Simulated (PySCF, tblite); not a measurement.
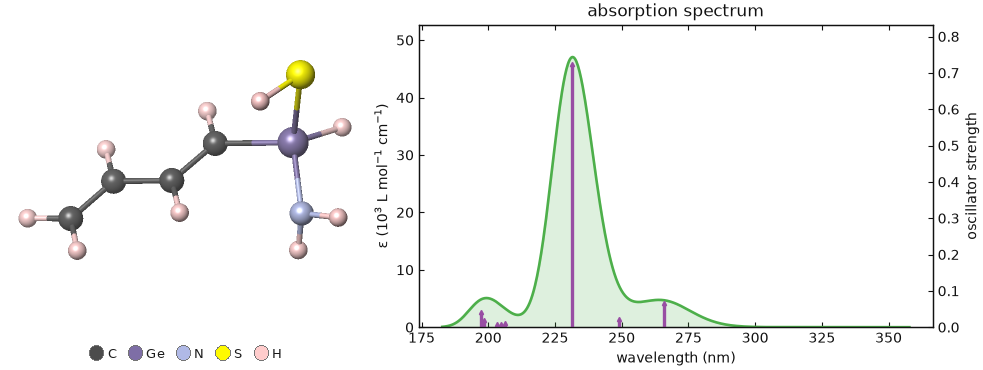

Computed absorption of C₄H₉GeNS, SMILES C=C/C=[CH]/[Ge@H]([NH2])[SH], singlet. Vertical TDDFT excitations, B3LYP/def2-SVPD, PySCF 2.14.0, at a GFN2-xTB geometry (a minimum by its frequencies), gas phase. The lowest 8 singlet states are shown; each is broadened by a Gaussian of 1/e half-width 0.25 eV. Sticks give oscillator strengths (right axis).

Q: Which of the computed transitions is the brightest, and what character does the calculation give it?

A: S3 at 5.35 eV (232 nm), f = 0.724, mixed, the largest part being HOMO → LUMO (49 %).

Q: Where is the maximum of the broadened curve, and how high is it?

A: At about 5.4 eV (232 nm), with ε near 47000 L mol⁻¹ cm⁻¹.

Note: the tight-binding geometry is rougher than a DFT one and adds to the error; one conformer of a flexible molecule; core orbitals are frozen in the response.
